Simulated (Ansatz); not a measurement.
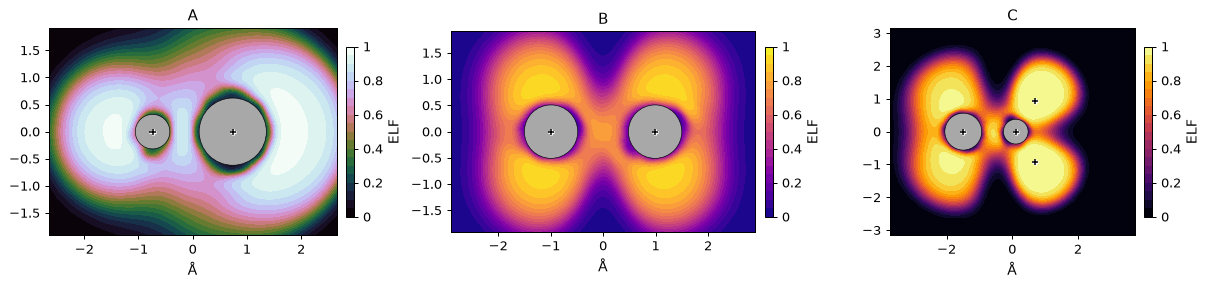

The ELF of 3 systems, each on a plane through atoms (crosses mark nuclei in the plane; grey discs cover the cores).

Method: RKS PBE0-D4/def2-TZVPP in Ansatz 0.2.0.

System 1: Cl₂ (SMILES ClCl), a plane that holds the molecular axis. Geometry: PBE0-D4/def2-TZVP.

```xyz
2

Cl    0.8457   -0.2816    0.4336
Cl   -0.8457    0.2816   -0.4336
```

System 2: CH₂S, the molecular plane. Geometry: PBE0-D4/def2-TZVP.

```json
{"atom": "C", "x (Å)": "-0.0822", "y (Å)": "-0.0484", "z (Å)": "-0.0453"}
{"atom": "S", "x (Å)": "1.3228", "y (Å)": "0.4393", "z (Å)": "0.5427"}
{"atom": "H", "x (Å)": "-0.9617", "y (Å)": "-0.1803", "z (Å)": "0.5857"}
{"atom": "H", "x (Å)": "-0.2234", "y (Å)": "-0.2708", "z (Å)": "-1.1034"}
```

System 3: PN (SMILES N#P), a plane that holds the molecular axis. Geometry: PBE0-D4/def2-TZVP.

| atom | x (Å) | y (Å) | z (Å) |
| --- | --- | --- | --- |
| N | 0.0000 | 0.0000 | 0.0057 |
| P | 0.0000 | 0.0000 | 1.4851 |

Q: Match each panel to its system.

A: Panel A is system 3, PN: the plane holds N and P. P–N (1.48 Å): the ELF peaks at about 0.85 between the atoms: a short, strongly polar bond. Panel B is system 1, Cl₂: the plane holds Cl. Cl–Cl (1.98 Å): the ELF peaks at about 0.75 between the atoms, as expected for a shared electron pair. Panel C is system 2, CH₂S: the plane holds C, S and H. C–S (1.60 Å): the ELF peaks at about 0.90 between the atoms: a covalent bond.
